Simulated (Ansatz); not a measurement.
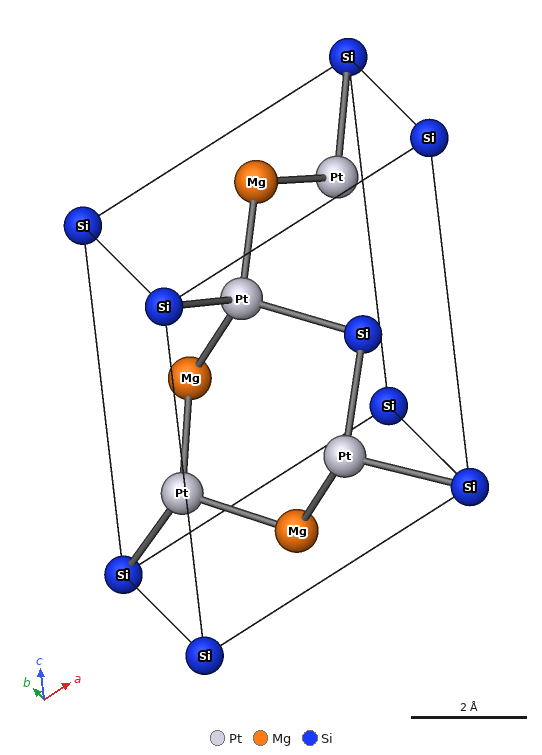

Structure drawing (ball-and-stick), viewed slightly off an axis. The parallelepiped is the simulation cell.

```
CELL_PARAMETERS angstrom
0.00000 5.53518 0.00000
5.53518 0.00000 0.00000
2.76759 2.76759 -4.88355
ATOMIC_POSITIONS crystal
Pt 0.37500 0.39500 0.75000
Pt 0.60500 0.12500 0.25000
Pt 0.87500 0.85500 0.75000
Pt 0.14500 0.62500 0.25000
Mg 0.50000 0.50000 0.00000
Mg 0.25000 0.75000 0.50000
Si 0.00000 0.00000 0.00000
Si 0.75000 0.25000 0.50000
```

Run with DFT, PAW plane waves, PBE (Ansatz) and these settings: plane waves up to 420 eV, k-grid 7×7×7, Fermi-Dirac smearing of 0.1 eV, no spin polarisation. The pressure of the cell is 18 GPa.

Q: What net charge does each kind of atom have (Bader)?

A: Mg +1.47 e; Si +1.49 e; Pt -1.48 e.

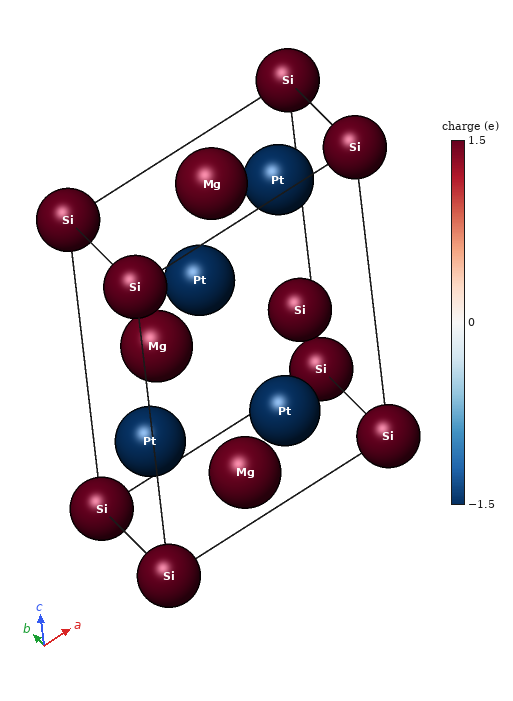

The atoms coloured by those charges.

The model is a generated cell, made by putting these elements into a known structure type (the compound may or may not exist in this form); its atoms and cell weren't optimised. An electronic-structure calculation with Ansatz was run on it.

At this level of theory the cell isn't at rest (compressed, at 18 GPa and forces up to 4.3 eV/Å), so its distances can differ from those at equilibrium, the more so the softer the solid.
